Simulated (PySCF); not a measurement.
NMR shielding calculation of C3H5AlO2

The run: NMR shielding calculation of C3H5AlO2, SMILES C1=C[O][AlH2-][O+]=C1. Method and program: GIAO PBE0/pcSseg-2 NMR shielding, non-relativistic, gas phase (PySCF 2.14.0).

The geometry comes from this level: PBE0-D3(BJ)/def2-SVP. Figures and captions count atoms from 1; the log counts them from 0 in places.

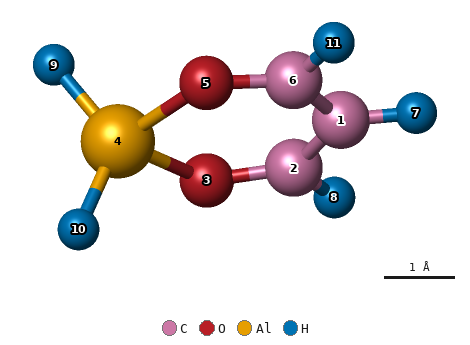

*The structure as given in the input (ball-and-stick view, seen at a tilt; atoms are numbered from 1 in the order of the input). Sticks mark near contacts.*

Bond lengths as drawn: Al–H 1.59 Å, Al–O 1.87 Å, C–C 1.40 Å, C–H 1.09 to 1.10 Å and C–O 1.27 Å.

## Input file
```
{"job": {"kind": "nmr", "xc": "PBE0", "basis": "pcSseg-2", "pop": false}, "charge": 0, "multiplicity": 1}
C      1.368311     0.348178    -0.144772
C      1.021407    -0.991305     0.050976
O     -0.155162    -1.438654     0.185695
Al    -1.745121    -0.450407     0.189113
O     -0.855924     1.168692    -0.110059
C      0.392977     1.346310    -0.215664
H      2.418341     0.618653    -0.250712
H      1.828910    -1.743222     0.093767
H     -2.590786    -0.826834    -1.099346
H     -2.343487    -0.443444     1.659406
H      0.717679     2.388893    -0.378999
```

The first line tells a small driver script what to run in PySCF; the rest is the geometry in Å.

Run on 1 CPU thread, shared host.

Run as:
```bash
OMP_NUM_THREADS=1 python <driver script> task.json out
```

## Output
```
coarse grid: 10160 points
cycle   1  E = -509.8166718130  dE =  8.719e-01  |g| = 9.097e-01  |ddm| = 2.443e+00
cycle   2  E = -509.4009499600  dE =  4.157e-01  |g| = 1.734e+00  |ddm| = 1.527e+00
cycle   3  E = -509.9597741268  dE = -5.588e-01  |g| = 1.801e-01  |ddm| = 1.153e+00
cycle   4  E = -509.9666928462  dE = -6.919e-03  |g| = 6.923e-02  |ddm| = 1.673e-01
cycle   5  E = -509.9678047757  dE = -1.112e-03  |g| = 1.213e-02  |ddm| = 5.400e-02
cycle   6  E = -509.9678333810  dE = -2.861e-05  |g| = 2.798e-03  |ddm| = 1.038e-02
cycle   7  E = -509.9678349021  dE = -1.521e-06  |g| = 5.672e-04  |ddm| = 2.494e-03
final grid: 94792 points
cycle   8  E = -509.9652734511  dE = -5.379e-05  |g| = 9.691e-03  |ddm| = 3.305e-02
cycle   9  E = -509.9652325937  dE =  4.086e-05  |g| = 1.753e-02  |ddm| = 1.230e-02
cycle  10  E = -509.9652906713  dE = -5.808e-05  |g| = 1.395e-03  |ddm| = 8.566e-03
cycle  11  E = -509.9652910948  dE = -4.235e-07  |g| = 2.144e-04  |ddm| = 1.355e-03
cycle  12  E = -509.9652911042  dE = -9.421e-09  |g| = 5.988e-05  |ddm| = 1.613e-04
cycle  13  E = -509.9652911048  dE = -5.550e-10  |g| = 3.194e-05  |ddm| = 6.384e-05
cycle  14  E = -509.9652911050  dE = -2.199e-10  |g| = 9.474e-06  |ddm| = 2.515e-05
```

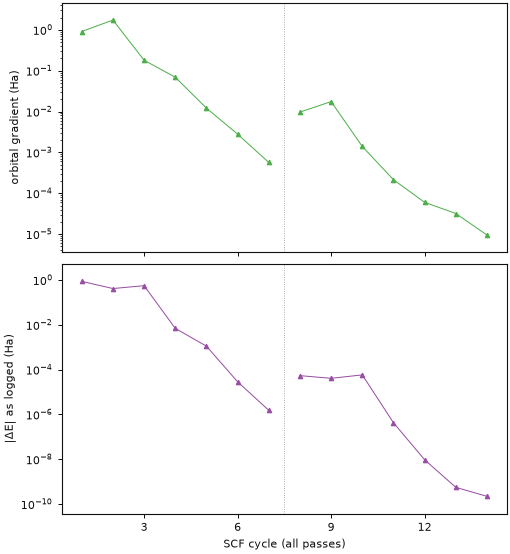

*Convergence of the self-consistent field: orbital gradient and size of the energy change against the SCF cycle. The dotted line marks the change from a coarse to the final integration grid.*

The first 7 cycles use a coarse grid, the final grid takes over at cycle 8, and the field converges after 14 cycles in all.

```
converged SCF energy = -509.9652911050

GIAO shielding tensors (ppm)
atom      isotropic    diamagn.    paramagn.     s11        s22        s33       span
  0 C       73.492     260.844    -187.352    -44.038    118.148    146.367    190.405
  1 C      -10.887     246.924    -257.811   -116.337    -22.544    106.220    222.557
  2 O       10.913     395.054    -384.141   -199.716   -116.260    348.716    548.431
  3 Al     439.525     792.974    -353.449    377.295    397.367    543.912    166.617
  4 O       11.369     395.063    -383.694   -198.942   -115.658    348.709    547.651
  5 C      -10.836     246.940    -257.776   -116.312    -22.427    106.231    222.543
  6 H       25.650      31.057      -5.407     23.638     25.782     27.531      3.892
  7 H       23.071      28.169      -5.098     20.579     23.177     25.457      4.879
  8 H       26.693      28.995      -2.302     24.517     24.644     30.919      6.402
  9 H       26.709      29.021      -2.312     24.548     24.636     30.943      6.395
 10 H       23.074      28.187      -5.112     20.581     23.181     25.462      4.881
```

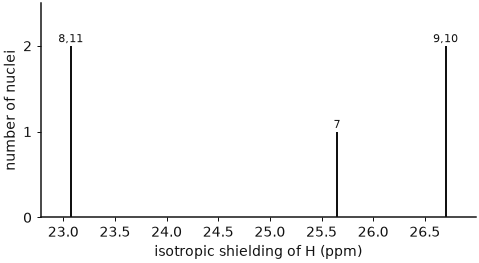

*Isotropic shieldings of the hydrogen nuclei in this fixed geometry, labelled by atom number; shielding grows to the right, so chemical shift grows to the left.*

The least shielded is H8 (23.1 ppm), the most shielded H10 (26.7 ppm).

## Summary

```csv
quantity,value
outcome,converged
total energy,−509.965291 hartree
HOMO,−7.35 eV
LUMO,−2.48 eV
dipole moment,4.25 D
"isotropic shielding, C",−10.9 to 73.5 ppm
"isotropic shielding, O",10.9 to 11.4 ppm
"isotropic shielding, Al",439.5 ppm
"isotropic shielding, H",23.1 to 26.7 ppm
wall time,74 s
peak memory,1.1 GiB
```
